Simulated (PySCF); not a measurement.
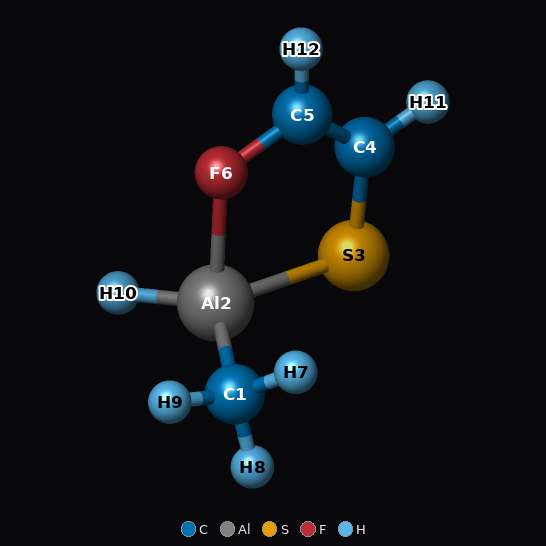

Computed geometry: PBE0-D3(BJ)/def2-SVP optimisation. No frequency run is at hand to confirm it as a minimum. Method: delta-SCF UKS PBE0, pcX-2 on the ionised atom, pcseg-1 elsewhere, spin-free X2C (PySCF 2.14.0).

Give the core-electron binding energies (to vacuum; p and d levels without spin–orbit splitting) of C1 1s, Al2 1s, Al2 2p, S3 1s, S3 2p, C4 1s, C5 1s, F6 1s.

```json
{"atom": "C1", "level": "1s", "binding energy (eV)": "289.1"}
{"atom": "Al2", "level": "1s", "binding energy (eV)": "1564.9"}
{"atom": "Al2", "level": "2p", "binding energy (eV)": "80.2"}
{"atom": "S3", "level": "1s", "binding energy (eV)": "2473.9"}
{"atom": "S3", "level": "2p", "binding energy (eV)": "168.8"}
{"atom": "C4", "level": "1s", "binding energy (eV)": "291.4"}
{"atom": "C5", "level": "1s", "binding energy (eV)": "292.4"}
{"atom": "F6", "level": "1s", "binding energy (eV)": "693.5"}
```
